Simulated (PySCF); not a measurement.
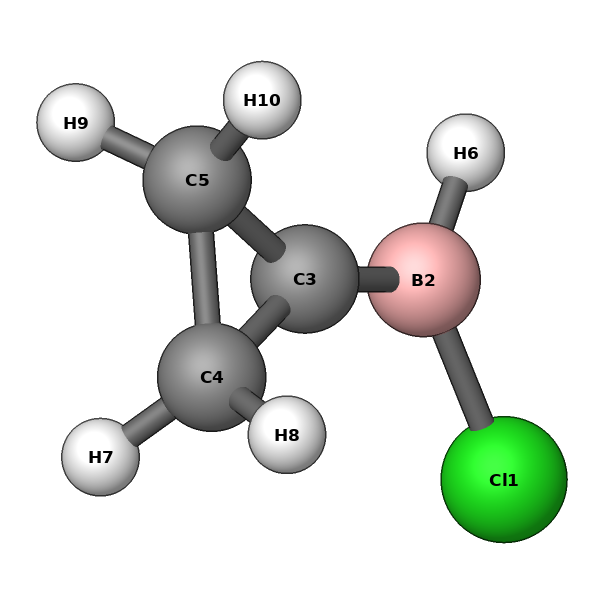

The questions are on Mulliken spin populations. Charge 0, doublet. Computed geometry: GFN2-xTB optimisation. No frequency run is at hand to confirm it as a minimum. Method: UKS B3LYP, pcH-1 on B C Cl H, non-relativistic (PySCF 2.14.0).

**Which atom carries the largest spin population?**

C3 (0.78 e).

**Which atom has the lowest spin population?**

C4, C5 (−0.06 e); a negative value comes from spin polarisation.

Give the Mulliken spin populations atom by atom.

```json
{"atom": "Cl1", "value (e)": "0.07"}
{"atom": "B2", "value (e)": "0.16"}
{"atom": "C3", "value (e)": "0.78"}
{"atom": "C4", "value (e)": "−0.06"}
{"atom": "C5", "value (e)": "−0.06"}
{"atom": "H6", "value (e)": "−0.01"}
{"atom": "H7", "value (e)": "0.03"}
{"atom": "H8", "value (e)": "0.03"}
{"atom": "H9", "value (e)": "0.03"}
{"atom": "H10", "value (e)": "0.03"}
```

Mulliken values depend strongly on the basis set. The geometry is semi-empirical. Around B such bond lengths and angles can be off by a tenth of an ångström or more and by several degrees, and values that hang on the shape move with them.
